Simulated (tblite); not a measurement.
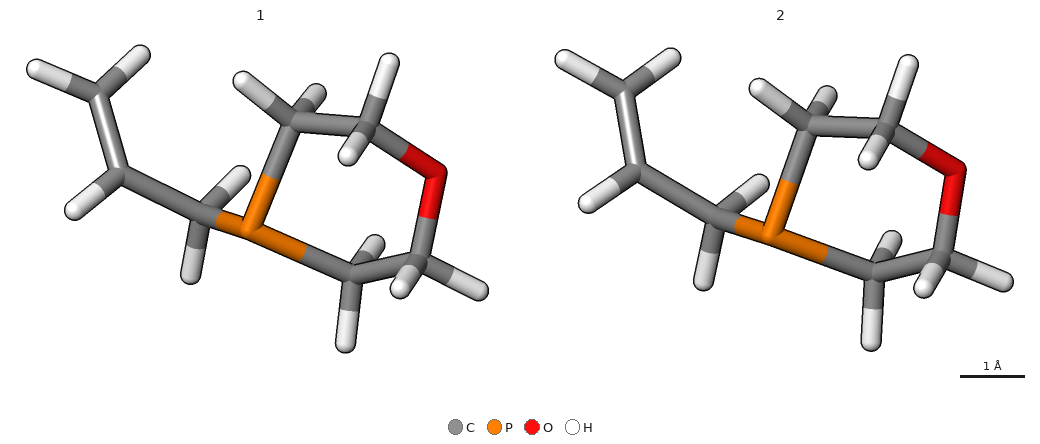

Two geometries of C₇H₁₃OP, drawn at one scale. One is the start of a relaxation, the other its converged end. Style: stick. Shown at a tilt.

Method: GFN2-xTB geometry optimisation, gas phase in tblite 0.8.0. 

Which one is relaxed?

Structure 2 is the relaxed one. The largest move after the best rigid fit is that of an H atom, 0.26 Å. By element the largest moves are H 0.26 Å, C 0.15 Å, P 0.13 Å, O 0.05 Å. Some distances before and after: C–C 1.355 → 1.321 Å, C–P 1.844 → 1.873 Å, C–O 1.429 → 1.407 Å, C–H 1.091 → 1.078 Å. Bond angles that change, for instance: C–C–P 101.2° → 110.0°, P–C–H 110.5° → 106.3°, C–C–H 112.8° → 109.5°. The energy falls by 3.97 kcal/mol in 106 geometry steps.
